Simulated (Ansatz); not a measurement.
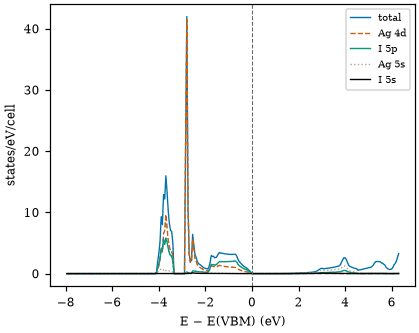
Total and projected density of states of AgI (zinc blende, space group No. 216), the program Ansatz at the PBE level (PAW)

Problem. Which orbitals carry the states next to the gap?

Solution. Top 1 eV of the valence band: I 5p 65 %, Ag 4d 32 %. Bottom 1 eV of the conduction band: Ag 5s 70 %, I 5p 15 %, I 5s 13 %. Projections are on Löwdin-orthogonalised atomic valence shells; empty p or d shells of many metals are not among them.

Problem. Where is the tallest occupied peak in this window, and what makes it?

Solution. Near -2.8 eV, about 42 states/eV per cell; the largest projected share is Ag 4d.

Space group F-43m (zinc blende). Symmetry was held in the PBE relaxation. The run is not spin-polarised. Scalar-relativistic: spin–orbit coupling is off unless named, which matters more the heavier the elements.

Potentials: the earlier of the program's two PAW sets.
